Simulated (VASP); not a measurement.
Band structure of Ge2W (space group I4/mcm). These are PBE GGA, VASP's PBE PAW potentials (set 64) (plane waves; VASP) values and carry that method's errors.

Unless said otherwise, spin-orbit coupling is left out, though it shifts the bands of the heavy elements here.

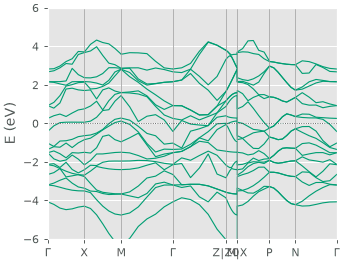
Bands along high-symmetry lines, zero at the valence-band maximum or, without a gap, the Fermi level

Q: Read the plot: is there a gap, and where are the band edges?

A: It has no gap at this level: it comes out as a metal or semimetal.

The structure was generated: Ge2W was put into an ordered model structure, which need not be its known phase. The cell was not relaxed at this level. The k-mesh is coarse (spacing up to 0.49 per Å, 2π included), so the numbers may not be converged in it.
